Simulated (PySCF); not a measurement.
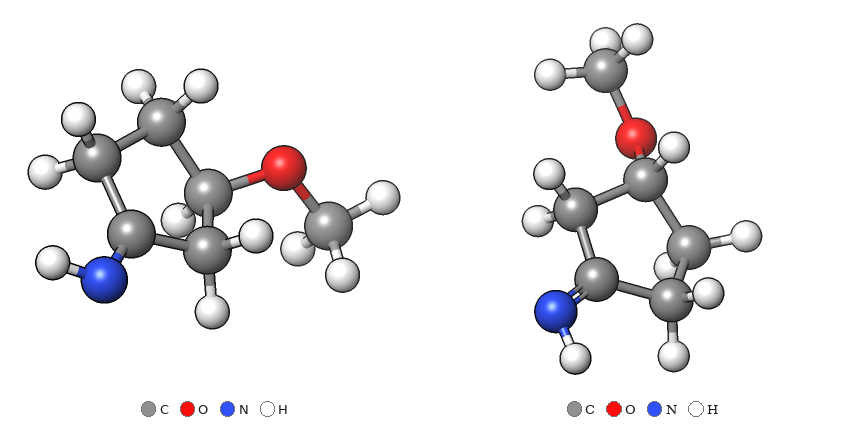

Two views of one molecule.

The computed structure is the end point of a GFN2-xTB optimisation. No frequency run is at hand to confirm it as a minimum.

**Which formula does it have?**

C₆H₁₁NO, 19 atoms: 6 carbon, 11 hydrogen, 1 nitrogen and 1 oxygen.

**What is its SMILES?**

[H]/N=C1\CC[C@@H](OC)C1

The parts below concern this one geometry. Atoms keep their numbers from picture to picture.

**Shape**

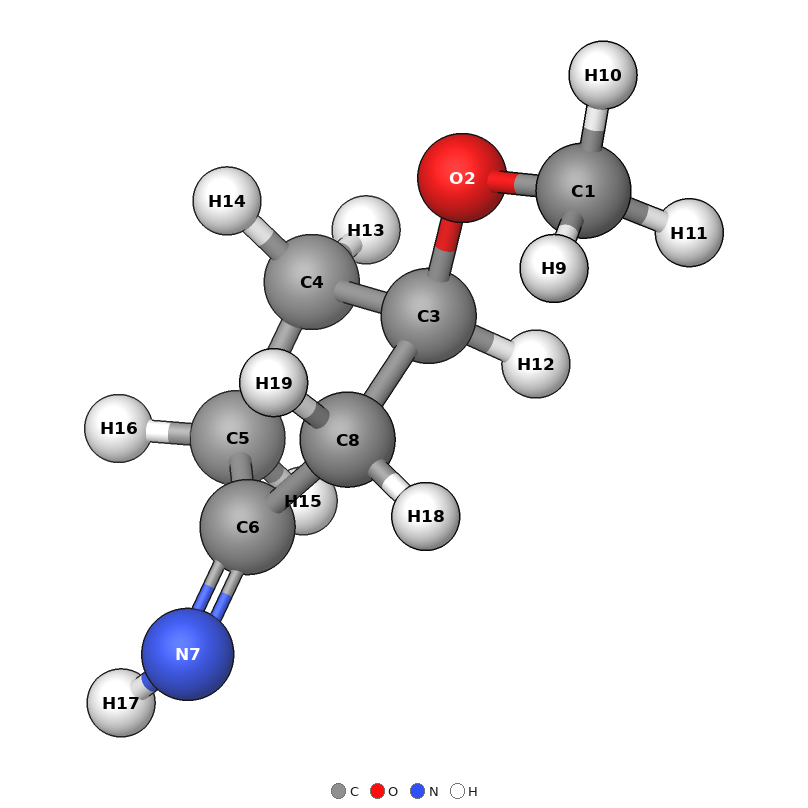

No frequency run is at hand to confirm it as a minimum.

Give these bond angles: O2–C1–H9, O2–C3–C4, C3–C4–C5, C3–C4–H13, C3–C4–H14, C4–C3–H12, C4–C5–H16, C5–C6–C8, C6–N7–H17, C6–C8–H18, C6–C8–H19, C8–C3–H12.

```json
{"angle": "O2–C1–H9", "degrees": "111.8"}
{"angle": "O2–C3–C4", "degrees": "109.2"}
{"angle": "C3–C4–C5", "degrees": "104.5"}
{"angle": "C3–C4–H13", "degrees": "112.0"}
{"angle": "C3–C4–H14", "degrees": "107.7"}
{"angle": "C4–C3–H12", "degrees": "110.4"}
{"angle": "C4–C5–H16", "degrees": "113.2"}
{"angle": "C5–C6–C8", "degrees": "109.1"}
{"angle": "C6–N7–H17", "degrees": "115.2"}
{"angle": "C6–C8–H18", "degrees": "111.3"}
{"angle": "C6–C8–H19", "degrees": "108.8"}
{"angle": "C8–C3–H12", "degrees": "109.5"}
```

**NMR shielding**

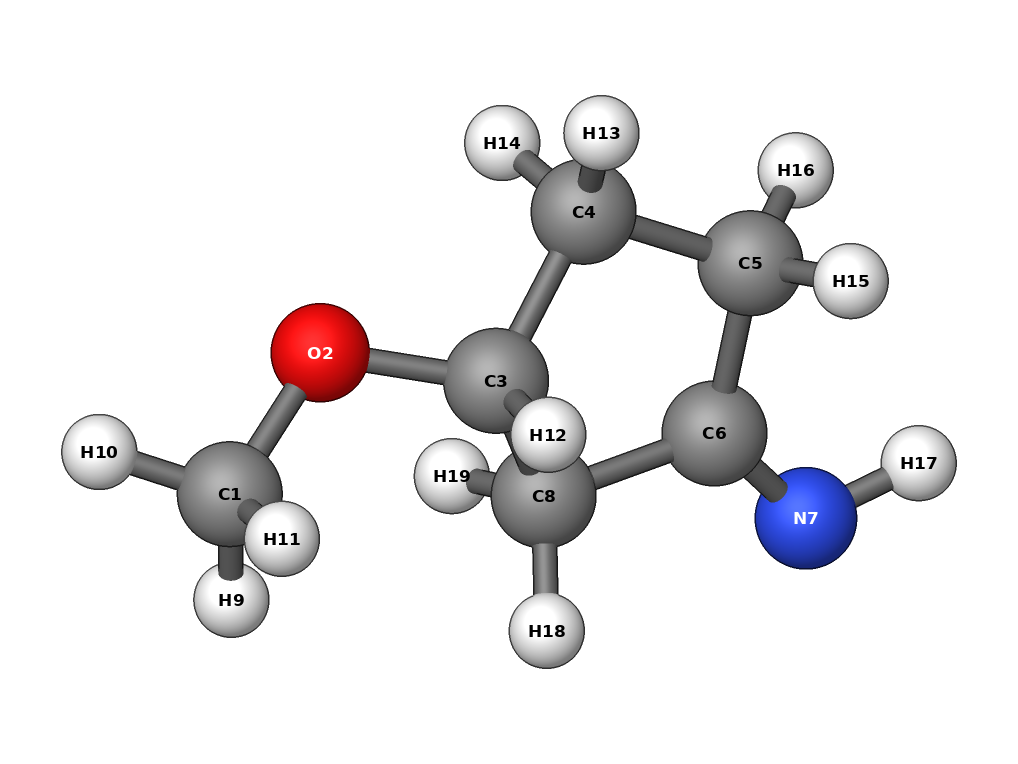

No frequency run is at hand to confirm it as a minimum. Level of theory: GIAO PBE0/pcSseg-1 NMR shielding, non-relativistic, gas phase (PySCF 2.14.0). Principal shieldings σ11 ≤ σ22 ≤ σ33, span Ω = σ33 − σ11, skew κ = 3(σiso − σ22)/Ω.

Give the shielding tensors of the O atoms.

```tsv
atom	σ11	σ22	σ33	σiso	Ω	κ
O2	247.8	273.9	334.7	285.5	86.8	0.40
```

Shieldings and span in ppm.

**Excitation**

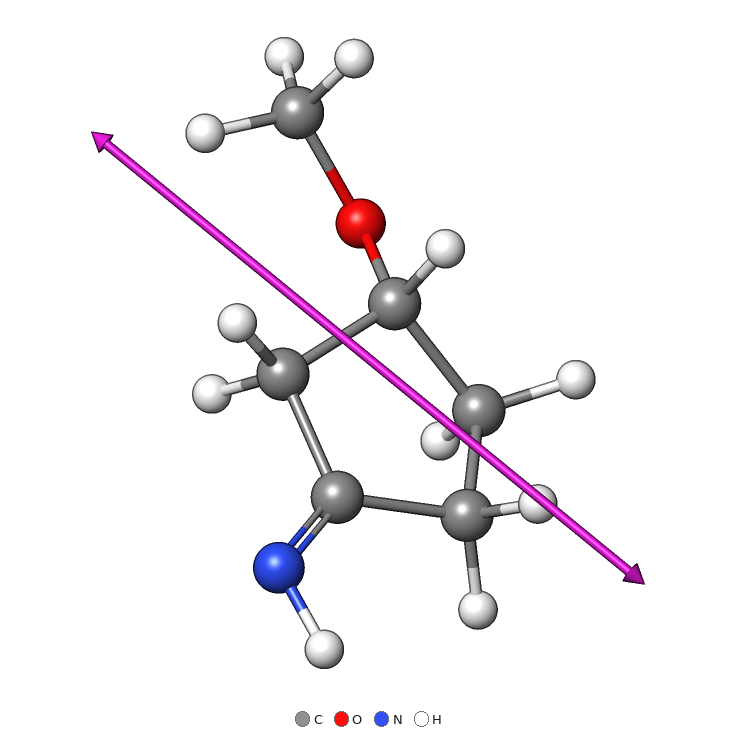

The double arrow shows the direction of the transition dipole to excited singlet state 3 (its length means nothing). No frequency run is at hand to confirm it as a minimum. Properties computed with TDDFT PBE0/def2-SVPD, vertical, gas phase, core orbitals frozen in the response (PySCF 2.14.0).

**Where does the transition lie, and how strong is it?**

6.75 eV (184 nm), oscillator strength 0.031, mainly HOMO → LUMO+1 (weight 0.88); transition dipole 1.10 D.

**Ring current**

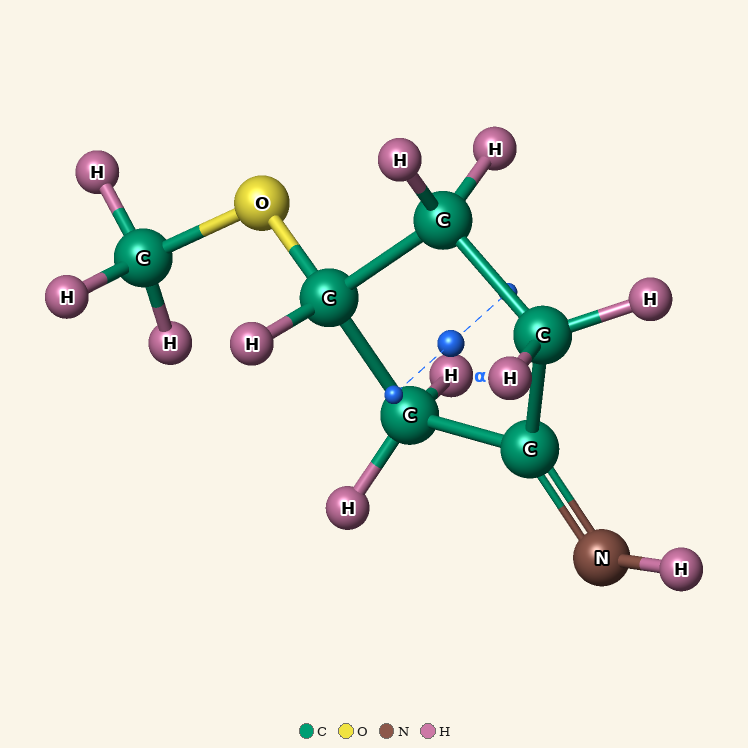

The small points mark where nucleus-independent chemical shifts (NICS) were computed: at the centre of each lettered ring and 1 Å above and below it. No frequency run is at hand to confirm it as a minimum. Method: GIAO PBE0/pcSseg-1 NMR shielding, non-relativistic, gas phase (PySCF 2.14.0).

Give NICS(0), NICS(1) and the out-of-plane component NICS(1)zz for each ring (means of the two sides).

```
ring  members  NICS(0)  NICS(1)  NICS(1)zz
   α       C5     −1.4     −3.1       −1.9
```

Values in ppm.

**What do the values say about the ring currents?**

Ring α: weak, as in a non-aromatic ring. NICS is one index among several.
